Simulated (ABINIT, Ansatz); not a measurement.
## TlBiSe3 (Pm-3m): zone-centre phonons

Wanted: the vibrations of TlBiSe3 (Pm-3m) at Γ, by two programs.

Method: DFT LDA, scalar-relativistic, plane waves, HGH norm-conserving pseudopotentials, in ABINIT 10.8.3.

The structure was built from a prototype and need not be the compound's stable phase.

### 1. The starting structure

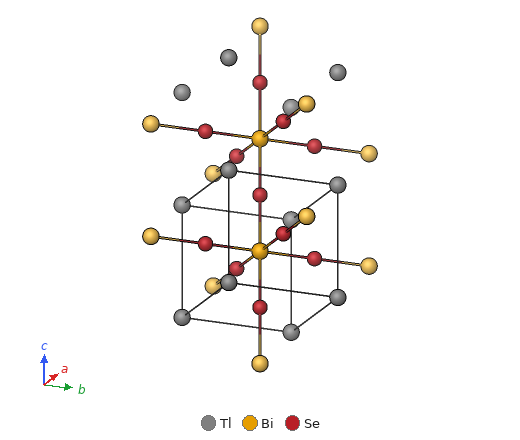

The cell as given, from a free direction (thallium grey, bismuth orange, selenium red). 1×1×2 cells are drawn. Some periodic images of atoms are drawn too.

Coordinates:

```cif
data_structure
_symmetry_space_group_name_H-M 'Pm-3m'
_symmetry_Int_Tables_number 221
_cell_length_a 5.3906
_cell_length_b 5.3906
_cell_length_c 5.3906
_cell_angle_alpha 90.000
_cell_angle_beta 90.000
_cell_angle_gamma 90.000
_cell_volume 156.64
loop_
_atom_site_label
_atom_site_type_symbol
_atom_site_symmetry_multiplicity
_atom_site_Wyckoff_symbol
_atom_site_fract_x
_atom_site_fract_y
_atom_site_fract_z
_atom_site_occupancy
Tl1 Tl 1 a 0.00000 0.00000 0.00000 1
Bi1 Bi 1 b 0.50000 0.50000 0.50000 1
Se1 Se 3 c 0.50000 0.50000 0.00000 1
```

### 2. Relaxing the cell and atoms

The harmonic expansion needs vanishing forces, and a free crystal bears no stress, so cell and atoms are brought to rest. Stress is more sensitive to the basis than forces are: the last 3 Ha under the cutoff are smoothed with ecutsm, and the cutoff is raised above that of the later runs.

The starting cell comes from a relaxation made beforehand in Ansatz (LDA, PseudoDojo NC).

File relax.abi:

```
# relaxation
ionmov 2
optcell 2
dilatmx 1.08
ntime 40
tolmxf 1.0d-05
tolvrs 1.0d-14
prtwf 0
prtden 0
chksymtnons 0

# basis, mesh and filling
ecut 26.0
ecutsm 3.0
ixc 7
ngkpt 6 6 6
nshiftk 1
shiftk 0.0 0.0 0.0
istwfk *1
occopt 6
tsmear 0.01
nband 20
nstep 100
diemac 1000000.0
prtebands 0
prtgsr 0

# cell and atoms
acell 3*1.0 Angstrom
rprim 
    5.390561158 0.0 0.0
    0.0 5.390561158 0.0
    0.0 0.0 5.390561158
ntypat 3
znucl 81 83 34
natom 5
typat 1 2 3 3 3
xred 
    0.0 0.0 0.0
    0.5 0.5 0.5
    0.5 0.5 0.0
    0.5 0.0 0.5
    0.0 0.5 0.5
pp_dirpath "./pseudo"
pseudos "Tl.hgh, Bi.hgh, Se.hgh"
```

Launch:

```console
OMP_NUM_THREADS=1 mpirun -n 4 abinit relax.abi > relax.log
```

Numbers of over 12 decimals in the logs are rounded to 6 here.

relax.abo, the main output file:

```text
[banners, grids, parts of the stress and lines that vanish by symmetry left out]
- input  file    -> relax.abi
- output file    -> relax.abo
- root for input  files -> relaxi
[...]
Symmetries : space group Pm -3 m (#221); Bravais cP (primitive cubic)
[...]
mpw =        8490          nfft =      157464          nkpt =          20
[...]
== DATASET  1 ==================================================================
[...]
cutoff_energies: {ecut:  26.0, pawecutdg:  -1.0, }
[...]
Exchange-correlation functional for the present dataset will be:
  LDA: Perdew-Wang 92 LSD fit to Ceperley-Alder data - ixc=7
[...]
ETOT  1  -36.120384237127    -3.612E+01 1.577E-02 9.982E+02
 ETOT  2  -36.224223672013    -1.038E-01 5.803E-03 8.043E+01
 ETOT  3  -36.230241495183    -6.018E-03 5.970E-04 1.188E+01
 ETOT  4  -36.231049464341    -8.080E-04 1.606E-03 4.378E-01
 ETOT  5  -36.231085530901    -3.607E-05 1.731E-04 6.611E-03
[...]
At SCF step   12       vres2   =  4.27E-15 < tolvrs=  1.00E-14 =>converged.
[...]
sigma(1 1)= -3.29656048E-06  sigma(3 2)=  0.00000000E+00
  sigma(2 2)= -3.29656048E-06  sigma(3 1)=  0.00000000E+00
  sigma(3 3)= -3.29656048E-06  sigma(2 1)=  0.00000000E+00
[...]
convergence: {deltae: -1.940E-12, res2:  4.268E-15, residm:  4.621E-05, diffor: null, }
etotal    :  -3.62310860E+01
[...]
ETOT  1  -36.231086475150    -3.623E+01 1.833E-05 6.147E-03
[...]
At SCF step    9       vres2   =  2.17E-15 < tolvrs=  1.00E-14 =>converged.
[...]
sigma(1 1)= -2.90063494E-06  sigma(3 2)=  0.00000000E+00
  sigma(2 2)= -2.90063494E-06  sigma(3 1)=  0.00000000E+00
  sigma(3 3)= -2.90063494E-06  sigma(2 1)=  0.00000000E+00
[...]
convergence: {deltae:  1.329E-12, res2:  2.165E-15, residm:  5.402E-06, diffor: null, }
etotal    :  -3.62310869E+01
[...]
ETOT  1  -36.231065290046    -3.623E+01 4.529E-06 3.326E-01
[...]
ETOT  9  -36.231090285881    -4.050E-13 8.378E-07 1.128E-13
 ETOT 10  -36.231090285880     9.663E-13 1.238E-06 3.407E-15
 At SCF step   10       vres2   =  3.41E-15 < tolvrs=  1.00E-14 =>converged.
[...]
sigma(1 1)= -1.19822612E-08  sigma(3 2)=  0.00000000E+00
  sigma(2 2)= -1.19822612E-08  sigma(3 1)=  0.00000000E+00
  sigma(3 3)= -1.19822612E-08  sigma(2 1)=  0.00000000E+00
[...]
convergence: {deltae:  9.663E-13, res2:  3.407E-15, residm:  1.238E-06, diffor: null, }
etotal    :  -3.62310903E+01
[...]
At Broyd/MD step   3, gradients are converged :
[...]
sigma(1 1)= -1.19822612E-08  sigma(3 2)=  0.00000000E+00
  sigma(2 2)= -1.19822612E-08  sigma(3 1)=  0.00000000E+00
  sigma(3 3)= -1.19822612E-08  sigma(2 1)=  0.00000000E+00
[...]
- sigma(1 1)= -3.52530297E-04  sigma(3 2)=  0.00000000E+00
- sigma(2 2)= -3.52530297E-04  sigma(3 1)=  0.00000000E+00
- sigma(3 3)= -3.52530297E-04  sigma(2 1)=  0.00000000E+00
[...]
fcart     -0.0000000000E+00 -0.0000000000E+00 -0.0000000000E+00
           strten     -1.1982261234E-08 -1.1982261233E-08 -1.1982261234E-08
================================================================================

[key lines of the parts left out:]
pressure_GPa:   3.5253E-04
Total energy (etotal) [Ha]= -3.62310902858802E+01
```

Wall time 2.9 min (4 MPI ranks of Intel Xeon at 2.70GHz, shared host).

Little changed from the start: no atom moved by 0.005 Å and no cell edge by 0.1 %.

Numbers from this step:

| Property | Result |
| --- | --- |
| volume per atom | 31.41 Å³ |
| pressure | 3.53e-4 GPa |
| gap on the k-mesh | 0 eV |

The volume changes by +0.2 % from the cell with which this run began.

### 3. Ground state

The response is built on these wavefunctions, so the potential is converged far more tightly than an energy would need. Occupations are smeared.

File gs.abi:

```
# ground state
tolvrs 1.0d-16
prtden 1
prtwf 1

# basis, mesh and filling
ecut 20.0
ixc 7
ngkpt 6 6 6
nshiftk 1
shiftk 0.0 0.0 0.0
istwfk *1
occopt 6
tsmear 0.01
nband 20
nstep 100
diemac 1000000.0
prtebands 0
prtgsr 0

# cell and atoms
acell 3*1.0 Angstrom
rprim 
    5.395009614 0.0 0.0
    0.0 5.395009614 0.0
    0.0 0.0 5.395009614
ntypat 3
znucl 81 83 34
natom 5
typat 1 2 3 3 3
xred 
    0.0 0.0 0.0
    0.5 0.5 0.5
    0.5 0.5 0.0
    0.5 0.0 0.5
    0.0 0.5 0.5
pp_dirpath "./pseudo"
pseudos "Tl.hgh, Bi.hgh, Se.hgh"
```

Launch:

```console
OMP_NUM_THREADS=1 mpirun -n 4 abinit gs.abi > gs.log
```

gs.abo, the main output file:

```text
[banners, grids, parts of the stress and lines that vanish by symmetry left out]
- input  file    -> gs.abi
- output file    -> gs.abo
- root for input  files -> gsi
[...]
Symmetries : space group Pm -3 m (#221); Bravais cP (primitive cubic)
[...]
mpw =        4632          nfft =       91125          nkpt =          20
[...]
== DATASET  1 ==================================================================
[...]
cutoff_energies: {ecut:  20.0, pawecutdg:  -1.0, }
[...]
Exchange-correlation functional for the present dataset will be:
  LDA: Perdew-Wang 92 LSD fit to Ceperley-Alder data - ixc=7
[...]
ETOT  1  -36.115106416560    -3.612E+01 3.670E-02 5.731E+02
 ETOT  2  -36.218417924316    -1.033E-01 6.330E-03 4.541E+01
 ETOT  3  -36.224072492928    -5.655E-03 5.500E-04 6.655E+00
 ETOT  4  -36.224848668077    -7.762E-04 7.470E-04 2.548E-01
 ETOT  5  -36.224886542157    -3.787E-05 2.756E-04 4.034E-03
[...]
ETOT 12  -36.224887020991    -4.690E-13 3.160E-05 2.283E-15
 ETOT 13  -36.224887020989     1.712E-12 1.773E-05 3.772E-17
 At SCF step   13       vres2   =  3.77E-17 < tolvrs=  1.00E-16 =>converged.
[...]
sigma(1 1)=  2.68971158E-05  sigma(3 2)=  0.00000000E+00
  sigma(2 2)=  2.68971158E-05  sigma(3 1)=  0.00000000E+00
  sigma(3 3)=  2.68971158E-05  sigma(2 1)=  0.00000000E+00
[...]
convergence: {deltae:  1.712E-12, res2:  3.772E-17, residm:  1.773E-05, diffor: null, }
etotal    :  -3.62248870E+01
[...]
sigma(1 1)=  2.68971158E-05  sigma(3 2)=  0.00000000E+00
  sigma(2 2)=  2.68971158E-05  sigma(3 1)=  0.00000000E+00
  sigma(3 3)=  2.68971158E-05  sigma(2 1)=  0.00000000E+00
[...]
- sigma(1 1)=  7.91340468E-01  sigma(3 2)=  0.00000000E+00
- sigma(2 2)=  7.91340468E-01  sigma(3 1)=  0.00000000E+00
- sigma(3 3)=  7.91340468E-01  sigma(2 1)=  0.00000000E+00
[...]
fcart     -0.0000000000E+00 -0.0000000000E+00 -0.0000000000E+00
           strten      2.6897115797E-05  2.6897115797E-05  2.6897115797E-05
================================================================================

[key lines of the parts left out:]
pressure_GPa:  -7.9134E-01
```

Wall time 43 s (4 MPI ranks); 2.8 min of CPU time.

This step gave:

- pressure: -0.7913 GPa

The cell stands at -0.79 GPa: the relaxation ran with a smoothed and higher cutoff, and the difference is a stress of the finite basis.

(Part 1 of 4 ends here.)

[Host names and launcher messages were left out of these logs when they were recorded.]

[Logs are printed without paths, hosts, clocks, repeated set-up lines and the standing remarks that a program may print on its own settings, such as how far it seeks lower states.]

[Hosts, paths, dates, database ids (printed as entryN), source tags and the programs' standing remarks are cut or masked in the printed files.]
